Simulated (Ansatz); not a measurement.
## C$_{2}$H$_{10}$AlNS: nudged elastic band (part 2 of 2)

C$_{2}$H$_{10}$AlNS; UHF/6-31G* (Ansatz 0.2.0). It belongs to a series of runs on one base structure; here: band between the two ends.

Geometry of the input (Å):
```
Al 0.6448  -1.2699  -0.8743
S  2.6597  -0.4799  -1.5166
H  -0.2953  -1.6015  -2.1185
H  0.6518  -2.1849  0.4334
H  -0.2309  1.0917  -0.8886
N  -0.3282  0.4179  -0.1482
C  -1.7641  0.1583  0.0531
C  0.3029  0.9796  1.0584
H  3.3303  -0.7014  -0.3889
H  -1.8797  -0.6121  0.8038
H  -2.2797  1.0538  0.3836
H  -2.2000  -0.1880  -0.8726
H  1.3335  1.2223  0.8416
H  -0.2167  1.8741  1.3864
H  0.2715  0.2401  1.8474
```

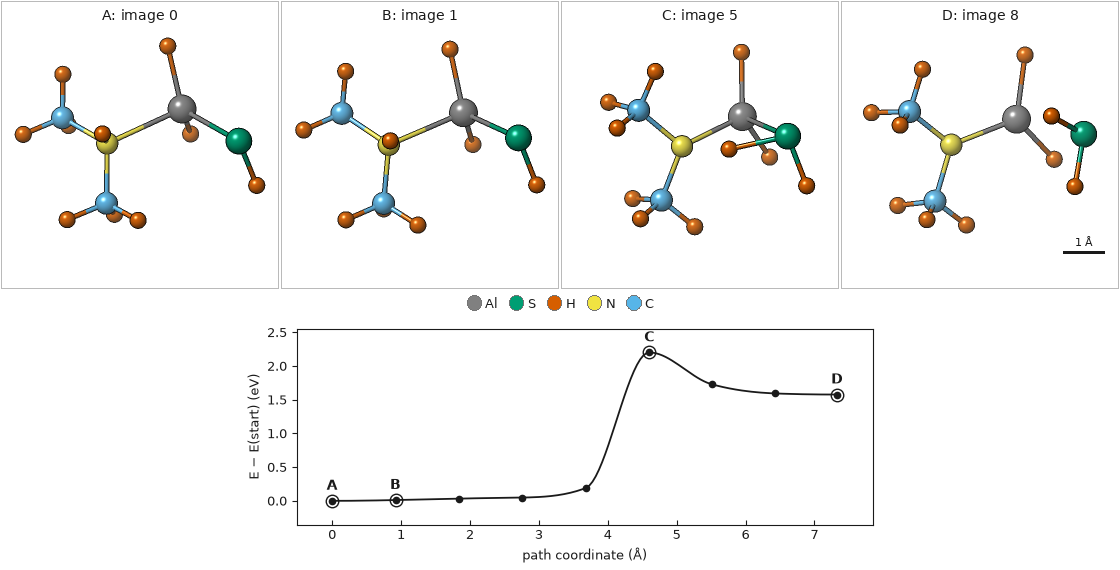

Figure 1. Images of the last band (counted from 0; ball-and-stick, seen on its broad side) above the energy along the path; the line is a cubic interpolation that uses the forces. The highest image is number 5, 2.202 eV above the start and 0.625 eV above the end (the climbing image); the end lies 1.577 eV above the start. The path is 7.33 Å long. The band converged in 29 iterations.

```
Total energy: -21099.59681070 eV, -775.3958809727 hartree
Atom 0 at     0.510708    -1.522050    -0.509898 Å, force    -0.000771     0.000365     0.000569 eV/Å
Atom 1 at     1.683607     0.140068    -2.050665 Å, force     0.001395     0.000178    -0.000734 eV/Å
Atom 2 at    -0.450632    -2.367501    -1.438811 Å, force     0.000043     0.000230    -0.000142 eV/Å
Atom 3 at     1.644806    -2.130380     0.413136 Å, force    -0.000048    -0.000313     0.000119 eV/Å
Atom 4 at     0.726290     0.584046    -0.996532 Å, force    -0.000862     0.000373     0.000777 eV/Å
Atom 5 at    -0.238111     0.101816     0.133447 Å, force    -0.001008     0.003032     0.001589 eV/Å
Atom 6 at    -1.618276     0.432806    -0.189244 Å, force    -0.001044    -0.002484    -0.000863 eV/Å
Atom 7 at     0.149400     0.609530     1.440645 Å, force    -0.000293    -0.002762     0.000020 eV/Å
Atom 8 at     2.785914     0.333671    -1.335560 Å, force     0.000032     0.000004    -0.000102 eV/Å
Atom 9 at    -2.323475    -0.036335     0.495677 Å, force    -0.000136     0.000090     0.000062 eV/Å
Atom 10 at    -1.779224     1.507653    -0.143766 Å, force     0.000960     0.000997     0.000063 eV/Å
Atom 11 at    -1.862344     0.101056    -1.192197 Å, force     0.000518    -0.000535    -0.000195 eV/Å
Atom 12 at     1.194599     0.396366     1.635115 Å, force     0.001133    -0.000358    -0.000832 eV/Å
Atom 13 at     0.011074     1.687268     1.494610 Å, force    -0.000270     0.001313    -0.001239 eV/Å
Atom 14 at    -0.434336     0.161987     2.244042 Å, force     0.000351    -0.000131     0.000906 eV/Å
Dipole moment:    -0.074351     0.351193     0.347896 e Å
this run last wrote the band of iteration 29 to [file]
```

## The last band as extended XYZ (Å, eV, eV/Å)
```
15
Properties=species:S:1:pos:R:3:forces:R:3 image=0 energy=-21101.79852
Al    0.6448   -1.2699   -0.8743    0.0040  -0.0124  -0.0031
S     2.6597   -0.4799   -1.5166   -0.0008  -0.0002   0.0119
H    -0.2953   -1.6015   -2.1185    0.0079   0.0063   0.0127
H     0.6518   -2.1849    0.4334   -0.0024   0.0063  -0.0102
H    -0.2309    1.0917   -0.8886   -0.0039  -0.0035   0.0046
N    -0.3282    0.4179   -0.1482    0.0022  -0.0041  -0.0021
C    -1.7641    0.1583    0.0531   -0.0054   0.0002   0.0065
C     0.3029    0.9796    1.0584    0.0114   0.0045   0.0146
H     3.3303   -0.7014   -0.3889   -0.0097   0.0005  -0.0109
H    -1.8797   -0.6121    0.8038    0.0034   0.0074  -0.0071
H    -2.2797    1.0538    0.3836    0.0064  -0.0021  -0.0013
H    -2.2000   -0.1880   -0.8726    0.0024  -0.0029   0.0000
H     1.3335    1.2223    0.8416   -0.0264  -0.0078   0.0063
H    -0.2167    1.8741    1.3864    0.0103  -0.0118  -0.0016
H     0.2715    0.2401    1.8474    0.0006   0.0196  -0.0204
15
Properties=species:S:1:pos:R:3:forces:R:3 image=1 energy=-21101.78716
Al    0.6731   -1.3175   -0.7875   -0.0006   0.0006  -0.0016
S     2.5102   -0.4371   -1.7656    0.0042   0.0009   0.0052
H    -0.3840   -1.8415   -1.8562    0.0015   0.0049  -0.0074
H     0.9302   -2.0967    0.5795   -0.0070  -0.0030  -0.0023
H    -0.0772    1.0743   -0.8132   -0.0038   0.0003  -0.0023
N    -0.2974    0.3953   -0.1047   -0.0006   0.0003  -0.0013
C    -1.7609    0.2436   -0.0498   -0.0014  -0.0017   0.0025
C     0.2531    0.8867    1.1701    0.0018   0.0017  -0.0027
H     3.3454   -0.5026   -0.7330    0.0006  -0.0031   0.0088
H    -2.0093   -0.5387    0.6549    0.0021  -0.0018   0.0039
H    -2.2354    1.1666    0.2663   -0.0013  -0.0023   0.0033
H    -2.1296   -0.0382   -1.0246   -0.0030  -0.0028   0.0036
H     1.3198    1.0273    1.0695    0.0015   0.0030  -0.0056
H    -0.2067    1.8272    1.4544    0.0013   0.0013  -0.0022
H     0.0686    0.1512    1.9400    0.0047   0.0017  -0.0018
15
Properties=species:S:1:pos:R:3:forces:R:3 image=2 energy=-21101.76504
Al    0.7049   -1.3424   -0.7244   -0.0006   0.0005  -0.0013
S     2.3207   -0.4443   -2.0279    0.0054   0.0014   0.0045
H    -0.4545   -2.0212   -1.5766    0.0006   0.0043  -0.0078
H     1.2176   -1.9857    0.6404   -0.0070  -0.0030  -0.0008
H     0.0729    1.0763   -0.6983   -0.0036   0.0007  -0.0030
N    -0.2562    0.3867   -0.0446   -0.0012   0.0004  -0.0014
C    -1.7242    0.3266   -0.1437   -0.0021  -0.0016   0.0025
C     0.1879    0.7967    1.2987    0.0023   0.0018  -0.0026
H     3.2948   -0.3733   -1.1254    0.0030  -0.0035   0.0085
H    -2.0919   -0.4638    0.4964    0.0012  -0.0024   0.0035
H    -2.1716    1.2668    0.1614   -0.0022  -0.0025   0.0039
H    -2.0073    0.1043   -1.1616   -0.0041  -0.0018   0.0032
H     1.2656    0.8745    1.3146    0.0020   0.0033  -0.0058
H    -0.2451    1.7521    1.5753    0.0013   0.0011  -0.0022
H    -0.1137    0.0466    2.0156    0.0050   0.0015  -0.0014
15
Properties=species:S:1:pos:R:3:forces:R:3 image=3 energy=-21101.75015
Al    0.7264   -1.3617   -0.6914    0.0011   0.0041   0.0001
S     2.0704   -0.4522   -2.2704    0.0054  -0.0069  -0.0031
H    -0.5025   -2.1551   -1.3162   -0.0018   0.0060   0.0015
H     1.4842   -1.8929    0.6052   -0.0029   0.0056   0.0025
H     0.2281    1.0700   -0.5543   -0.0037   0.0094   0.0004
N    -0.2025    0.3729    0.0287    0.0005   0.0051  -0.0002
C    -1.6538    0.4181   -0.2190   -0.0012  -0.0007   0.0005
C     0.1269    0.6882    1.4288   -0.0009   0.0002  -0.0010
H     3.1376   -0.2248   -1.5096    0.0096  -0.0157  -0.0046
H    -2.1385   -0.3532    0.3629    0.0031  -0.0080  -0.0039
H    -2.0625    1.3841    0.0585   -0.0062  -0.0037   0.0076
H    -1.8473    0.2318   -1.2650   -0.0002   0.0049  -0.0011
H     1.1993    0.6844    1.5584    0.0002   0.0082  -0.0022
H    -0.2675    1.6589    1.7100   -0.0081  -0.0022   0.0058
H    -0.2982   -0.0684    2.0732    0.0051  -0.0063  -0.0025
15
Properties=species:S:1:pos:R:3:forces:R:3 image=4 energy=-21101.60831
Al    0.6996   -1.4684   -0.7047    0.1027   0.0295  -0.1054
S     1.9013   -0.2397   -2.2218    0.1150  -0.2005  -0.0958
H    -0.4729   -2.2942   -1.3907   -0.0112   0.0405   0.0235
H     1.5590   -2.0611    0.4961   -0.0434   0.0379   0.0394
H     0.3188    0.8303   -0.5727   -0.2214   0.1360   0.2286
N    -0.1961    0.2442    0.0674    0.0208   0.0753  -0.0346
C    -1.6263    0.4502   -0.2147   -0.0082   0.0069  -0.0120
C     0.1625    0.6401    1.4385    0.0104   0.0165   0.0024
H     2.8523    0.1965   -1.3970    0.0326  -0.0698  -0.0365
H    -2.2244   -0.1281    0.4764    0.0546  -0.0519  -0.0066
H    -1.8824    1.4989   -0.1111   -0.0561  -0.0060   0.0219
H    -1.8476    0.1262   -1.2209    0.0065   0.0127  -0.0125
H     1.2078    0.4339    1.6173    0.0098   0.0192  -0.0129
H    -0.0263    1.6973    1.5891   -0.0200   0.0045   0.0518
H    -0.4252    0.0740    2.1486    0.0079  -0.0508  -0.0512
15
Properties=species:S:1:pos:R:3:forces:R:3 image=5 energy=-21099.59681
Al    0.5107   -1.5220   -0.5099   -0.0008   0.0004   0.0006
S     1.6836    0.1401   -2.0507    0.0014   0.0002  -0.0007
H    -0.4506   -2.3675   -1.4388    0.0000   0.0002  -0.0001
H     1.6448   -2.1304    0.4131    0.0000  -0.0003   0.0001
H     0.7263    0.5840   -0.9965   -0.0009   0.0004   0.0008
N    -0.2381    0.1018    0.1334   -0.0010   0.0030   0.0016
C    -1.6183    0.4328   -0.1892   -0.0010  -0.0025  -0.0009
C     0.1494    0.6095    1.4406   -0.0003  -0.0028   0.0000
H     2.7859    0.3337   -1.3356    0.0000   0.0000  -0.0001
H    -2.3235   -0.0363    0.4957   -0.0001   0.0001   0.0001
H    -1.7792    1.5077   -0.1438    0.0010   0.0010   0.0001
H    -1.8623    0.1011   -1.1922    0.0005  -0.0005  -0.0002
H     1.1946    0.3964    1.6351    0.0011  -0.0004  -0.0008
H     0.0111    1.6873    1.4946   -0.0003   0.0013  -0.0012
H    -0.4343    0.1620    2.2440    0.0004  -0.0001   0.0009
15
Properties=species:S:1:pos:R:3:forces:R:3 image=6 energy=-21100.06968
Al    0.4053   -1.5515   -0.3967   -0.0203   0.0207   0.0192
S     1.8103    0.1074   -2.1618    0.0577   0.0038  -0.0482
H    -0.4270   -2.3706   -1.4672    0.0131  -0.0040  -0.0123
H     1.6667   -2.1315    0.3718    0.0054  -0.0063  -0.0126
H     1.0502    0.9717   -1.5029    0.1060   0.1136  -0.1607
N    -0.3771   -0.0833    0.3064   -0.0556  -0.0585   0.0806
C    -1.6823    0.3854   -0.1031   -0.0294  -0.0250   0.0251
C     0.0980    0.5653    1.5078   -0.0279  -0.0151   0.0344
H     2.8805    0.3118   -1.4065    0.0343  -0.0024  -0.0146
H    -2.4698    0.0803    0.5862   -0.0502   0.0361   0.0274
H    -1.7153    1.4744   -0.1657    0.0249  -0.0082  -0.0070
H    -1.9394   -0.0019   -1.0840   -0.0187  -0.0398   0.0314
H     1.1325    0.3017    1.7048   -0.0229  -0.0397   0.0155
H     0.0500    1.6523    1.4228    0.0101  -0.0107  -0.0264
H    -0.4825    0.2884    2.3880   -0.0267   0.0356   0.0481
15
Properties=species:S:1:pos:R:3:forces:R:3 image=7 energy=-21100.20488
Al    0.3925   -1.5155   -0.3971   -0.0134   0.0009   0.0012
S     1.9671    0.0230   -2.2297    0.0162  -0.0120   0.0000
H    -0.4014   -2.2886   -1.5306    0.0041   0.0063  -0.0110
H     1.6786   -2.1068    0.3216    0.0131   0.0085  -0.0089
H     1.2842    1.1503   -2.0868    0.0090   0.0074  -0.0307
N    -0.4616   -0.1660    0.4212   -0.0147   0.0094   0.0287
C    -1.7453    0.3454    0.0005   -0.0079  -0.0093   0.0029
C     0.0542    0.5342    1.5742   -0.0041  -0.0100   0.0005
H     2.9403    0.3802   -1.4034    0.0063   0.0039  -0.0014
H    -2.5020    0.2346    0.7782    0.0012   0.0082   0.0127
H    -1.6979    1.4077   -0.2495    0.0043   0.0013  -0.0059
H    -2.1011   -0.1824   -0.8776   -0.0030  -0.0102   0.0047
H     1.0248    0.1431    1.8603   -0.0070  -0.0132   0.0073
H     0.1730    1.6027    1.3812    0.0052   0.0043  -0.0033
H    -0.6054    0.4378    2.4374   -0.0092   0.0043   0.0034
15
Properties=species:S:1:pos:R:3:forces:R:3 image=8 energy=-21100.22167
Al    0.4038   -1.4844   -0.3829    0.0044  -0.0037  -0.0066
S     2.1162   -0.0863   -2.2038    0.0045   0.0133   0.0094
H    -0.3630   -2.1915   -1.5786    0.0010   0.0012  -0.0008
H     1.6644   -2.1149    0.3464    0.0017   0.0001   0.0014
H     1.2916    0.8246   -2.7021    0.0003  -0.0051  -0.0002
N    -0.4626   -0.1689    0.4748   -0.0088   0.0068   0.0074
C    -1.7179    0.3918    0.0317    0.0048   0.0004  -0.0027
C     0.0316    0.4766    1.6687    0.0033   0.0007  -0.0023
H     2.7272    0.7552   -1.3805   -0.0085  -0.0116  -0.0093
H    -2.4893    0.3081    0.7981    0.0012  -0.0003   0.0001
H    -1.6271    1.4517   -0.2164   -0.0007  -0.0004   0.0000
H    -2.0784   -0.1234   -0.8520   -0.0011   0.0005   0.0008
H     0.9618    0.0232    1.9939   -0.0002  -0.0007   0.0020
H     0.2194    1.5408    1.5096    0.0004   0.0005   0.0015
H    -0.6778    0.3973    2.4932   -0.0023  -0.0016  -0.0008
```
